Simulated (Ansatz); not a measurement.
# Molecular dynamics of AlSiNH$_{5}$F

The run: molecular dynamics of AlSiNH$_{5}$F, SMILES [NH2][Al]([F])[SiH3]. Method and program: UKS r2SCAN-d3bjatm/6-31G* (Ansatz 0.2.0).

The geometry comes from this level: PBE0-D4/def2-TZVP. Figures and captions count atoms from 1; the log counts them from 0 in places.

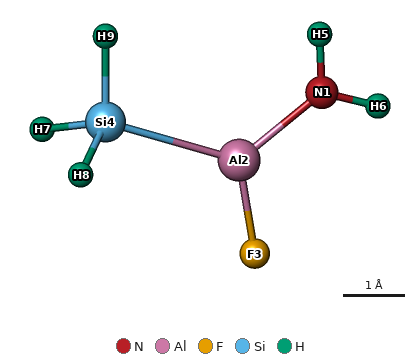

Fig. 1: The starting structure (ball-and-stick view, seen at a tilt; atoms are numbered from 1 in the order of the input). Sticks mark near contacts.

**Input**
```yaml
crystal:
  periodic: [false, false, false]
  atoms:
    - {symbol: N, position_ang: [0.589960, 1.790618, -0.738026]}
    - {symbol: Al, position_ang: [0.766911, 0.059683, -0.479415]}
    - {symbol: F, position_ang: [2.095850, -0.668909, -1.141834]}
    - {symbol: Si, position_ang: [-0.838416, -1.266429, 0.786378]}
    - {symbol: H, position_ang: [-0.175441, 2.340580, -0.383379]}
    - {symbol: H, position_ang: [1.230416, 2.370888, -1.256094]}
    - {symbol: H, position_ang: [-1.457695, -2.319803, -0.065460]}
    - {symbol: H, position_ang: [-0.188258, -1.944302, 1.942318]}
    - {symbol: H, position_ang: [-1.934727, -0.408626, 1.318314]}
basis:
  gaussian: {orbitals: "6-31G*"}
magnetization: {spin_polarized: true, initial_magnetization: 0}
hamiltonian: {xc: {name: r2SCAN}, dispersion: d3bjatm}
md: {timestep: 1 fs, n_steps: 20, ensemble: nve, temperature: 300, initial_velocities: maxwell_boltzmann, seed: 548}
```

Run as:
```bash
ansatz run in.yaml --threads 2 --pin off --events-out ev --progress --plain --max-ram 4352MiB
```

**What the program printed**
```
Functional definition: r2SCAN
  name "r2SCAN"
  cite "Furness, Kaplan, Ning, Perdew & Sun, J. Phys. Chem. Lett. 11, 8208 (2020) doi:10.1021/acs.jpclett.0c02405"
  cite "Furness, Kaplan, Ning, Perdew & Sun, J. Phys. Chem. Lett. 11, 9248 (2020) doi:10.1021/acs.jpclett.0c03077"
  parent r2scan
  parameter k0 = 0.174
  parameter k1 = 0.065
  parameter a1 = 4.9479
  exchange = r2scan_x(k0 = k0, k1 = k1, a1 = a1)
  correlation = r2scan_c
942 factors; their error is unknown
mean field evaluation 1: about -18752.4741 eV, gradient 4.8e1 eV
mean field evaluation 2: about -18719.4116 eV, gradient 8.7e1 eV
mean field evaluation 4: about -18761.0489 eV, gradient 8.7e0 eV
mean field evaluation 8: about -18761.2399 eV, gradient 1.1e-1 eV
mean field -18761.23998228 eV, -689.4628525235 hartree, gradient 4.4e-5 eV, S^2 0.000000; 0 other end points of the search recorded, 0 dependent functions left out
the calculation of the forces begins
reference -18761.24000116 eV, -689.4628532175 hartree; 24, 24 occupied and 54, 54 virtual orbitals, 942 factors
md step     0: t =     0.00 fs  T =   300.0 K  F+E_penalty+E_count = -18761.28380706 eV  E_kin = 0.271446 eV  conserved = -18761.01236106 eV  (30 SCF iters)
these checks for a lower state are left out or cut short: starts, cluster_reference, orbital_swaps, neighbouring_geometries, increment
942 factors; their error is unknown
mean field evaluation 16: about -18761.2510 eV, gradient 1.2e0 eV
mean field -18761.20899575 eV, -689.4617137896 hartree, gradient 2.1e-5 eV, S^2 0.000000; 0 other end points of the search recorded, 0 dependent functions left out
[... from here on the field's lines of each further geometry are left out, up to the last ...]
md step     1: t =     1.00 fs  T =   269.2 K  F+E_penalty+E_count = -18761.25280955 eV  E_kin = 0.243571 eV  conserved = -18761.00923883 eV  (32 SCF iters)
md step     2: t =     2.00 fs  T =   226.1 K  F+E_penalty+E_count = -18761.21084643 eV  E_kin = 0.204539 eV  conserved = -18761.00630754 eV  (30 SCF iters)
md step     3: t =     3.00 fs  T =   211.0 K  F+E_penalty+E_count = -18761.19889335 eV  E_kin = 0.190957 eV  conserved = -18761.00793616 eV  (33 SCF iters)
md step     4: t =     4.00 fs  T =   207.7 K  F+E_penalty+E_count = -18761.19725367 eV  E_kin = 0.187891 eV  conserved = -18761.00936236 eV  (32 SCF iters)
md step     5: t =     5.00 fs  T =   195.5 K  F+E_penalty+E_count = -18761.18503012 eV  E_kin = 0.176879 eV  conserved = -18761.00815133 eV  (33 SCF iters)
md step     6: t =     6.00 fs  T =   188.5 K  F+E_penalty+E_count = -18761.17757911 eV  E_kin = 0.170522 eV  conserved = -18761.00705732 eV  (33 SCF iters)
md step     7: t =     7.00 fs  T =   201.5 K  F+E_penalty+E_count = -18761.19039386 eV  E_kin = 0.182339 eV  conserved = -18761.00805512 eV  (31 SCF iters)
md step     8: t =     8.00 fs  T =   218.5 K  F+E_penalty+E_count = -18761.20823685 eV  E_kin = 0.197702 eV  conserved = -18761.01053505 eV  (34 SCF iters)
md step     9: t =     9.00 fs  T =   202.7 K  F+E_penalty+E_count = -18761.19497533 eV  E_kin = 0.183412 eV  conserved = -18761.01156292 eV  (34 SCF iters)
md step    10: t =    10.00 fs  T =   144.5 K  F+E_penalty+E_count = -18761.13916553 eV  E_kin = 0.130763 eV  conserved = -18761.00840219 eV  (34 SCF iters)
md step    11: t =    11.00 fs  T =    93.3 K  F+E_penalty+E_count = -18761.08910511 eV  E_kin = 0.084433 eV  conserved = -18761.00467253 eV  (34 SCF iters)
md step    12: t =    12.00 fs  T =   100.0 K  F+E_penalty+E_count = -18761.09702439 eV  E_kin = 0.090480 eV  conserved = -18761.00654463 eV  (32 SCF iters)
md step    13: t =    13.00 fs  T =   140.8 K  F+E_penalty+E_count = -18761.13773017 eV  E_kin = 0.127418 eV  conserved = -18761.01031189 eV  (34 SCF iters)
md step    14: t =    14.00 fs  T =   160.5 K  F+E_penalty+E_count = -18761.15596667 eV  E_kin = 0.145264 eV  conserved = -18761.01070255 eV  (34 SCF iters)
md step    15: t =    15.00 fs  T =   147.3 K  F+E_penalty+E_count = -18761.14213636 eV  E_kin = 0.133258 eV  conserved = -18761.00887835 eV  (33 SCF iters)
md step    16: t =    16.00 fs  T =   125.7 K  F+E_penalty+E_count = -18761.12139433 eV  E_kin = 0.113744 eV  conserved = -18761.00765022 eV  (34 SCF iters)
md step    17: t =    17.00 fs  T =   114.2 K  F+E_penalty+E_count = -18761.11154572 eV  E_kin = 0.103366 eV  conserved = -18761.00817929 eV  (34 SCF iters)
md step    18: t =    18.00 fs  T =   105.7 K  F+E_penalty+E_count = -18761.10493219 eV  E_kin = 0.095661 eV  conserved = -18761.00927100 eV  (31 SCF iters)
md step    19: t =    19.00 fs  T =    88.3 K  F+E_penalty+E_count = -18761.08803874 eV  E_kin = 0.079856 eV  conserved = -18761.00818284 eV  (33 SCF iters)
the calculation of the forces begins
reference -18761.03572880 eV, -689.4553463465 hartree; 24, 24 occupied and 54, 54 virtual orbitals, 942 factors
942 factors; their error is unknown
mean field -18761.03570997 eV, -689.4553456545 hartree, gradient 6.7e-6 eV, S^2 0.000000; 1 other end points of the search recorded, 0 dependent functions left out
the calculation of the forces begins
reference -18761.03572880 eV, -689.4553463465 hartree; 24, 24 occupied and 54, 54 virtual orbitals, 942 factors
md step    20: t =    20.00 fs  T =    80.9 K  F+E_penalty+E_count = -18761.07900671 eV  E_kin = 0.073177 eV  conserved = -18761.00582930 eV  (32 SCF iters)
```

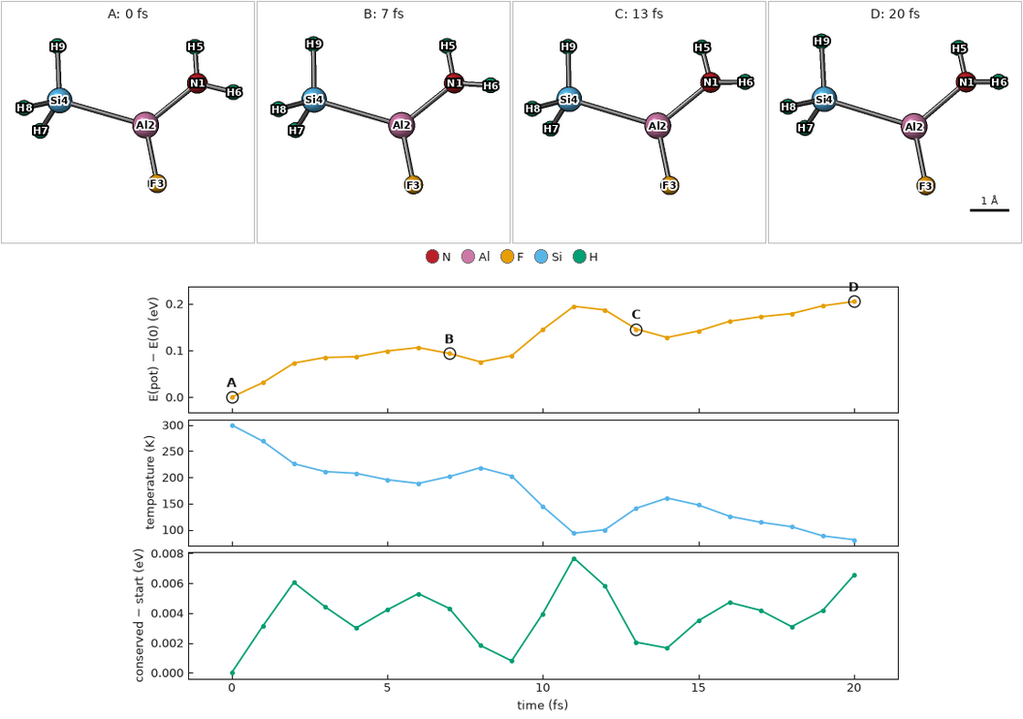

Fig. 2: Frames of the molecular dynamics (ball-and-stick, seen at a tilt) above the curves, on which the letters mark them. The trajectory kept here has 21 frames over 20 fs. The temperature starts at 300 K, ranges from 81 to 300 K and averages 118 K over the second half. The potential energy ends 0.205 eV above its first value. The conserved quantity stays within 0.0077 eV. After an unweighted best fit of the last frame on the first, the root-mean-square displacement is 0.13 Å, and H6 has moved furthest (0.26 Å).

```
Total energy: -18761.07902554 eV, -689.4569374724 hartree
Atom 0 at     0.566470     1.838946    -0.760043 Å, force     0.908011    -1.912869    -0.158174 eV/Å
Atom 1 at     0.805808     0.062270    -0.511111 Å, force    -0.181081     0.142436     0.140239 eV/Å
Atom 2 at     2.159025    -0.674208    -1.176018 Å, force    -0.419543     0.252099     0.233191 eV/Å
Atom 3 at    -0.893830    -1.290988     0.832811 Å, force    -0.660755     1.132412    -0.537359 eV/Å
Atom 4 at    -0.244642     2.247353    -0.390664 Å, force    -1.415054     0.755205     0.632915 eV/Å
Atom 5 at     1.252027     2.544621    -0.929647 Å, force     0.538833     0.340186    -0.303916 eV/Å
Atom 6 at    -1.569145    -2.327233    -0.023201 Å, force     0.080045     0.136881     0.117662 eV/Å
Atom 7 at    -0.293915    -1.993470     1.968667 Å, force     0.287361    -0.240766     0.379054 eV/Å
Atom 8 at    -2.031536    -0.389198     1.435451 Å, force     0.862182    -0.605583    -0.503612 eV/Å
Dipole moment:    -0.133484     0.396951     0.120330 e Å
```

**Trajectory as extended XYZ (Å, eV, eV/Å), 11 of the 21 frames kept, from step=0 to step=20**
```
9
Properties=species:S:1:pos:R:3:forces:R:3 step=0 time_fs=0.0 energy=-18761.28381 temperature=300.0
N     0.5900    1.7906   -0.7380   -0.0219   0.0432   0.0042
Al    0.7669    0.0597   -0.4794   -0.1458  -0.2745   0.1491
F     2.0958   -0.6689   -1.1418    0.2225  -0.0971  -0.1168
Si   -0.8384   -1.2664    0.7864    0.0936   0.1168  -0.0824
H    -0.1754    2.3406   -0.3834   -0.1939   0.1586   0.0859
H     1.2304    2.3709   -1.2561    0.1616   0.1518  -0.1316
H    -1.4577   -2.3198   -0.0655   -0.0454  -0.0581  -0.0049
H    -0.1883   -1.9443    1.9423   -0.0057  -0.0452   0.0566
H    -1.9347   -0.4086    1.3183   -0.0650   0.0045   0.0400
9
Properties=species:S:1:pos:R:3:forces:R:3 step=2 time_fs=2.0 energy=-18761.21085 temperature=226.1
N     0.5893    1.7994   -0.7431    0.8181  -1.0886  -0.2619
Al    0.7686    0.0607   -0.4816    0.0667  -0.2271   0.0027
F     2.1059   -0.6713   -1.1473   -0.0147   0.0151   0.0134
Si   -0.8439   -1.2717    0.7938   -0.8155   0.8865  -0.4642
H    -0.1707    2.3019   -0.3866   -1.3804   0.9279   0.6431
H     1.2228    2.4172   -1.2075    0.4550   0.2922  -0.3381
H    -1.4685   -2.3240   -0.0704    0.0059   0.0597   0.0880
H    -0.1997   -1.9444    1.9139    0.2303  -0.3063   0.5674
H    -1.9831   -0.3689    1.3310    0.6346  -0.5595  -0.2505
9
Properties=species:S:1:pos:R:3:forces:R:3 step=4 time_fs=4.0 energy=-18761.19725 temperature=207.7
N     0.5905    1.8057   -0.7488   -0.0716   0.0865   0.1007
Al    0.7703    0.0614   -0.4838    0.2601  -0.2151  -0.1091
F     2.1159   -0.6737   -1.1527   -0.2337   0.1176   0.1311
Si   -0.8503   -1.2758    0.8007   -1.0757   1.1379  -0.6266
H    -0.2112    2.2939   -0.3688   -0.0376   0.0953   0.0048
H     1.2305    2.4728   -1.1703   -0.0395  -0.2273  -0.0001
H    -1.4791   -2.3260   -0.0721    0.0394   0.1270   0.1433
H    -0.2028   -1.9558    1.9061    0.2653  -0.3448   0.6830
H    -2.0083   -0.3498    1.3345    0.8933  -0.7771  -0.3271
9
Properties=species:S:1:pos:R:3:forces:R:3 step=6 time_fs=6.0 energy=-18761.17758 temperature=188.5
N     0.5916    1.8121   -0.7543   -0.9580   0.9981   0.5385
Al    0.7725    0.0618   -0.4862    0.4117  -0.1921  -0.1845
F     2.1254   -0.6759   -1.1578   -0.4205   0.2088   0.2283
Si   -0.8583   -1.2783    0.8067   -0.6035   0.8262  -0.4205
H    -0.2540    2.2905   -0.3504    1.2147  -0.5643  -0.5949
H     1.2369    2.5200   -1.1335   -0.4264  -0.6554   0.2073
H    -1.4884   -2.3234   -0.0684    0.0345   0.1040   0.1278
H    -0.1965   -1.9795    1.9233    0.0373  -0.0899   0.3038
H    -2.0003   -0.3596    1.3260    0.7102  -0.6354  -0.2058
9
Properties=species:S:1:pos:R:3:forces:R:3 step=8 time_fs=8.0 energy=-18761.20824 temperature=218.5
N     0.5902    1.8210   -0.7583   -0.8431   0.2648   0.5882
Al    0.7752    0.0619   -0.4888    0.5217  -0.1202  -0.2438
F     2.1341   -0.6777   -1.1625   -0.5662   0.2831   0.3026
Si   -0.8670   -1.2798    0.8121    0.3953   0.1441  -0.2207
H    -0.2544    2.2678   -0.3528    0.7915  -0.2810  -0.3999
H     1.2289    2.5438   -1.0898   -0.1324  -0.4093   0.0110
H    -1.4963   -2.3171   -0.0600   -0.0044   0.0050   0.0482
H    -0.1888   -2.0066    1.9518   -0.2415   0.2342  -0.1943
H    -1.9662   -0.3928    1.3102    0.0791  -0.1206   0.1088
9
Properties=species:S:1:pos:R:3:forces:R:3 step=10 time_fs=10.0 energy=-18761.13917 temperature=144.5
N     0.5867    1.8304   -0.7607    0.2746  -1.4158   0.1206
Al    0.7786    0.0618   -0.4918    0.5765  -0.0289  -0.2796
F     2.1417   -0.6788   -1.1665   -0.6638   0.3351   0.3524
Si   -0.8751   -1.2811    0.8173    1.4901  -0.5866  -0.3011
H    -0.2282    2.2360   -0.3688   -0.9455   0.6096   0.4201
H     1.2166    2.5530   -1.0461    0.4789   0.1883  -0.2973
H    -1.5045   -2.3105   -0.0498   -0.0517  -0.1086  -0.0487
H    -0.1900   -2.0250    1.9734   -0.3802   0.4164  -0.4793
H    -1.9297   -0.4300    1.2987   -0.7789   0.5903   0.5129
9
Properties=species:S:1:pos:R:3:forces:R:3 step=12 time_fs=12.0 energy=-18761.09702 temperature=100.0
N     0.5838    1.8362   -0.7628    0.5202  -1.5912   0.0233
Al    0.7829    0.0617   -0.4951    0.5489   0.0338  -0.2626
F     2.1479   -0.6793   -1.1699   -0.7074   0.3605   0.3748
Si   -0.8813   -1.2831    0.8219    1.8093  -0.7328  -0.4664
H    -0.2341    2.2254   -0.3707   -1.1253   0.7043   0.5024
H     1.2209    2.5677   -1.0128    0.4272   0.1440  -0.2669
H    -1.5146   -2.3080   -0.0414   -0.0744  -0.1574  -0.0972
H    -0.2054   -2.0280    1.9774   -0.3246   0.3862  -0.4478
H    -1.9217   -0.4458    1.3062   -1.0739   0.8525   0.6405
9
Properties=species:S:1:pos:R:3:forces:R:3 step=14 time_fs=14.0 energy=-18761.15597 temperature=160.5
N     0.5820    1.8379   -0.7647   -0.5959  -0.2476   0.6059
Al    0.7880    0.0617   -0.4989    0.4359   0.0681  -0.1900
F     2.1527   -0.6791   -1.1725   -0.6983   0.3602   0.3702
Si   -0.8850   -1.2860    0.8260    0.9710  -0.0305  -0.5508
H    -0.2777    2.2393   -0.3558    0.6562  -0.1018  -0.3283
H     1.2400    2.5863   -0.9892   -0.1976  -0.4526  -0.0350
H    -1.5274   -2.3112   -0.0365   -0.0522  -0.1038  -0.0635
H    -0.2327   -2.0167    1.9651   -0.0915   0.1508  -0.1085
H    -1.9523   -0.4309    1.3370   -0.4276   0.3573   0.3000
9
Properties=species:S:1:pos:R:3:forces:R:3 step=16 time_fs=16.0 energy=-18761.12139 temperature=125.7
N     0.5787    1.8387   -0.7650   -0.9865   0.2113   0.8233
Al    0.7936    0.0617   -0.5029    0.2654   0.1037  -0.0929
F     2.1560   -0.6781   -1.1743   -0.6432   0.3390   0.3428
Si   -0.8875   -1.2890    0.8293   -0.1646   0.8493  -0.7210
H    -0.2994    2.2508   -0.3520    1.3166  -0.4226  -0.6189
H     1.2527    2.5888   -0.9674   -0.4157  -0.6230   0.0151
H    -1.5422   -2.3182   -0.0338    0.0040   0.0131   0.0230
H    -0.2632   -2.0000    1.9490    0.2203  -0.1862   0.3867
H    -1.9989   -0.4026    1.3790    0.4037  -0.2846  -0.1582
9
Properties=species:S:1:pos:R:3:forces:R:3 step=18 time_fs=18.0 energy=-18761.10493 temperature=105.7
N     0.5729    1.8399   -0.7631   -0.2941  -0.7532   0.4549
Al    0.7997    0.0619   -0.5070    0.0600   0.1425   0.0113
F     2.1581   -0.6765   -1.1755   -0.5487   0.3015   0.2968
Si   -0.8902   -1.2909    0.8316   -0.7848   1.2891  -0.8120
H    -0.2750    2.2480   -0.3698    0.2068   0.0320  -0.1002
H     1.2513    2.5692   -0.9456    0.0550  -0.1299  -0.1532
H    -1.5567   -2.3248   -0.0304    0.0593   0.1134   0.0996
H    -0.2857   -1.9900    1.9471    0.3931  -0.3750   0.6461
H    -2.0310   -0.3845    1.4155    0.8534  -0.6204  -0.4432
9
Properties=species:S:1:pos:R:3:forces:R:3 step=20 time_fs=20.0 energy=-18761.07901 temperature=80.9
N     0.5665    1.8389   -0.7600    0.9080  -1.9129  -0.1582
Al    0.8058    0.0623   -0.5111   -0.1811   0.1424   0.1402
F     2.1590   -0.6742   -1.1760   -0.4195   0.2521   0.2332
Si   -0.8938   -1.2910    0.8328   -0.6608   1.1324  -0.5374
H    -0.2446    2.2474   -0.3907   -1.4151   0.7552   0.6329
H     1.2520    2.5446   -0.9296    0.5388   0.3402  -0.3039
H    -1.5691   -2.3272   -0.0232    0.0800   0.1369   0.1177
H    -0.2939   -1.9935    1.9687    0.2874  -0.2408   0.3791
H    -2.0315   -0.3892    1.4355    0.8622  -0.6056  -0.5036
```

**Summary**

| quantity | value |
| --- | --- |
| outcome | finished |
| mean temperature over the second half | 118 K |
| trajectory | 20 steps, 20 fs |
| ensemble | nve |
| temperature in the input | 300 K |
| time step | 1 fs |
| potential energy (last step) | −18761.0790 eV |
| mean-field energy (last step) | −18761.0357 eV |
| dispersion energy (last step) | −0.0433 eV |
| SCF solution under orbital rotations (last step) | stable |
| largest force (length of the vector) (last step) | 2.123 eV/Å |
| dipole moment (last step) | 2.09 D |
| hardware | 2 threads of Arm Neoverse V2, 23 GiB of memory available, shared host |
| wall time | 1.9 min (CPU time 3.7 min) |
| peak memory | 0.2 GiB |

So short a trajectory is not equilibrated.
